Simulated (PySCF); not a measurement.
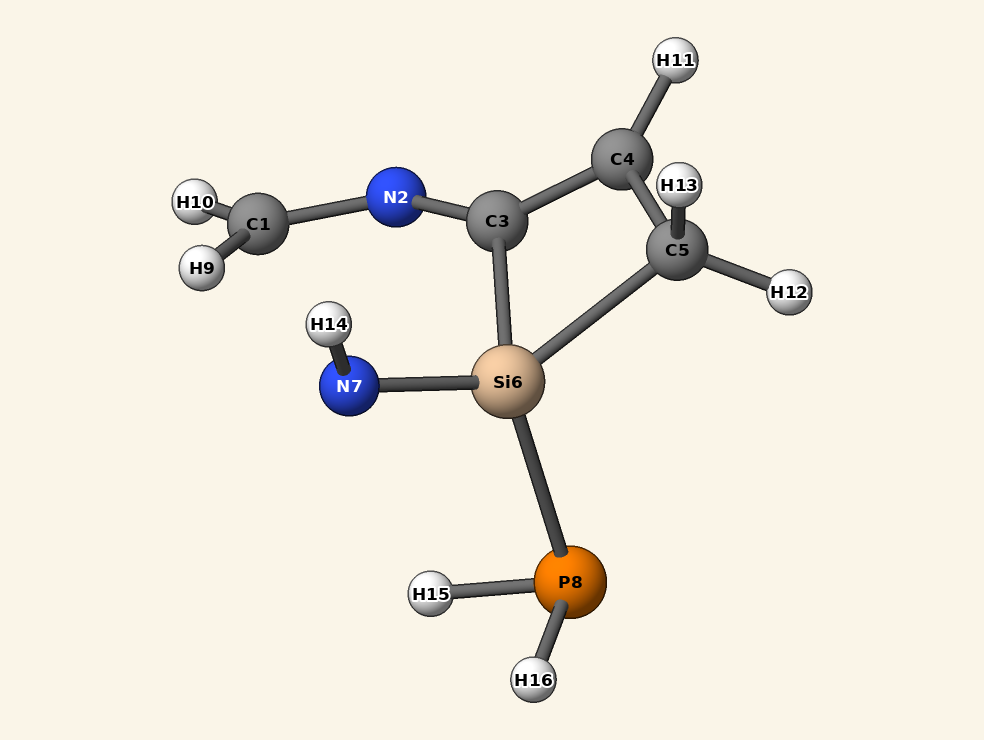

The questions are on Mulliken spin populations. The species is neutral and a spin doublet. Computed geometry: GFN2-xTB optimisation. No frequency run is at hand to confirm it as a minimum. Method: UKS B3LYP, pcH-1 on C H N P Si, non-relativistic (PySCF 2.14.0).

Which atom carries the largest spin population?

Answer. N7 (0.60 e).

Which atom has the lowest spin population?

Answer. Si6 (−0.10 e); a negative value comes from spin polarisation.

Give the Mulliken spin populations atom by atom.

```
atom  value (e)
  C1       0.00
  N2       0.12
  C3       0.20
  C4       0.08
  C5       0.01
 Si6      −0.10
  N7       0.60
  P8       0.06
  H9       0.01
 H10       0.01
 H11       0.02
 H12       0.01
 H13       0.00
 H14      −0.02
 H15       0.00
 H16       0.00
```

Mulliken values depend strongly on the basis set. The geometry is semi-empirical. Around P, Si such bond lengths and angles can be off by a tenth of an ångström or more and by several degrees, and values that hang on the shape move with them.
